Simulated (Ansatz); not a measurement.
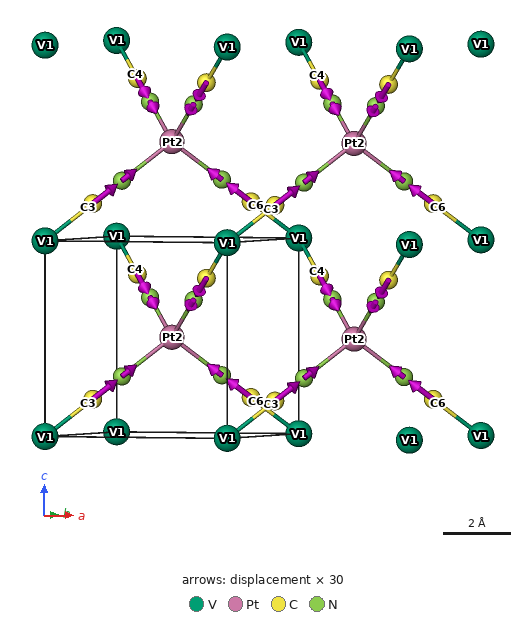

This is a relaxation of solid VPtC₄N₄ (a generated structure, set up in P-43m) (coarse preliminary run). The starting structure is drawn; purple arrows show the displacements (the part carried along by the change of the cell is left out), 30 times their true length.

Style: ball-and-stick. Shown: the cell of the calculation, repeated 2 × 1 × 2 with one cell outlined, from a free direction.

Method: DFT PBE, scalar-relativistic, plane waves, PAW (Ansatz).

The input:
```yaml
crystal:
  lattice:
    - [5.88262189, 0.0, 0.0]
    - [0.0, 5.88262189, 0.0]
    - [0.0, 0.0, 5.88262189]
  atoms:
    - { symbol: V, position: [0.0, 0.0, 0.0], spin: 2.0 }
    - { symbol: Pt, position: [0.5, 0.5, 0.5] }
    - { symbol: C, position: [0.18814408, 0.18814408, 0.18814408] }
    - { symbol: C, position: [0.18814408, 0.81185592, 0.81185592] }
    - { symbol: C, position: [0.81185592, 0.18814408, 0.81185592] }
    - { symbol: C, position: [0.81185592, 0.81185592, 0.18814408] }
    - { symbol: "N", position: [0.3029738, 0.3029738, 0.3029738] }
    - { symbol: "N", position: [0.3029738, 0.6970262, 0.6970262] }
    - { symbol: "N", position: [0.6970262, 0.3029738, 0.6970262] }
    - { symbol: "N", position: [0.6970262, 0.6970262, 0.3029738] }
basis:
  ecutwfc: 420
kpoints:
  mp_grid: { grid: [4, 4, 4] }
hamiltonian:
  xc: pbe
scf:
  occupations: { method: gaussian, width: 0.1 }
  lower_state_search: "off"
output:
  forces: true
  stress: true
  eigenvalues: true
  populations: true
magnetization:
  spin_polarized: true
relax:
  adjacent_minimum: "off"
  f_tol: 0.04
  max_steps: 70
  cell: { stress_tol: 0.4 }
```

Command:
```bash
ansatz run input.yaml --threads 1 --pin off --max-ram 2560MiB --backend cpu --events-out ev --progress --plain --runs-dir out
```

Question: What did the optimiser do to the structure, and how much energy did it gain?

Answer: The largest moves relative to the cell, 0.034 Å, are those of C3, C4, C5 and C6. C3 goes along [1 1 1]. By element the largest moves are C 0.034 Å, N 0.021 Å. Pt and V stay in place. Cell: a = b = c 5.883 → 5.997 Å (+2.0 %). Volume +6.0 %. Some distances before and after: V1–C3 1.917 → 1.988 Å, Pt2–N10 2.008 → 2.026 Å, C3–N7 1.170 → 1.180 Å. The space group stays P-43m (No. 215). The energy falls by 18.7 meV per atom in 3 accepted moves (4 points after the start). Largest force component: 0.63 eV/Å at the start, 0.018 eV/Å at the end. Pressure: 4.25 GPa at the start and 0.18 GPa at the end. The SCF was repeated once at an unchanged geometry on a basis and grid sized afresh for the cell, which shifted the energy by 2.8 meV per atom at most.
